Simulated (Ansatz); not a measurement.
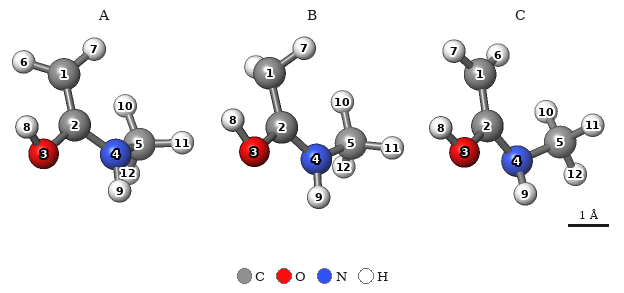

3 geometries from a converged minimum-energy path of C$_{3}$H$_{7}$NO, shuffled. Style: ball-and-stick. Shown from a free direction.

The calculation used RKS PBE-D4/6-31G* (Ansatz 0.2.0). Run with 9 movable images; climbing image; force threshold 0.05 eV/Å; iteration limit 60; starting path through a guess of the saddle point.

Question: One of them is the converged climbing image. Which?

Answer: B. In order along the path, whose images run from 0 to 10: C (image 1, +0.03 eV), B (image 5, +1.58 eV), A (image 7, +0.29 eV). The motion is a rotation about the C1–C2 bond by about 180°. No bond forms or breaks between the ends. Bond angles that change up to the highest image, for instance: C2–O3–H8 106.5° → 95.1°, C2–C1–H6 121.6° → 110.9°.
